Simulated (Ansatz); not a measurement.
**Converging zone-centre phonons against the mesh: Pt (P6_3/mmc, 2 atoms in the cell)**

```
Pt
1.0
    2.75239     0.00000     0.00000
   -1.37619     2.38364     0.00000
    0.00000     0.00000     4.77775
Pt
2
Cartesian
  1.37620   0.79455   3.58332
  0.00000   1.58909   1.19444
```

Method: LDA (PW92), default PAW files made with PBE (plane waves; Ansatz, a program for electronic structure).

Base settings: basis.ecutwfc = 30.9 Ry; kpoints.mp_grid.grid = 14 14 7; hamiltonian.xc = lda; hamiltonian.pseudopotentials = {kind: paw} (the program's default PAW files); scf.occupations.method = fermi_dirac; scf.occupations.width = 0.0073 Ry.

In this ladder: phonons.method = dfpt.

Frequencies are those of the unrelaxed cell, without the LO-TO term of polar crystals.

Only quantities that move along the ladder and can be compared are tabulated.

Core times come from one kind of shared machine, to one figure; runs under 30 s give none.

The starting cell comes from a database of computed structures (which also holds hypothetical and non-ambient phases and stackings), without a prior relaxation at this level. Its lattice was rescaled by up to half a per cent. Spin polarisation is off. In the base run, with a pressure of about -14 GPa the cell is away from its equilibrium volume at this level.

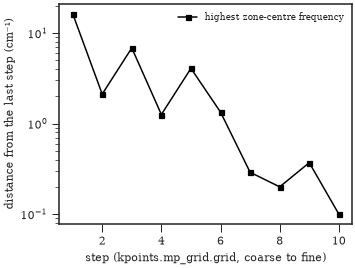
Figure: Distance from the last step along the ladder; very small values are drawn at a floor.

```csv
kpoints.mp_grid.grid,highest zone-centre frequency (cm⁻¹),core time / last (rough)
4 4 2,171.4,–
5 5 3,152.9,–
6 6 3,161.8,–
7 7 4,156.2,–
9 9 5,159.1,–
11 11 6,153.6,–
13 13 7,155.3,–
16 16 8,154.8,0.1
20 20 10,154.6,0.2
25 25 13,155.0,0.5
31 31 16,155.0,1
```

Coarsest kpoints.mp_grid.grid that holds the highest zone-centre frequency within 10 cm⁻¹ of the last step, with all finer ones: 5 5 3; the step before is off by 16 cm⁻¹.

Keys are those of Ansatz 0.2.
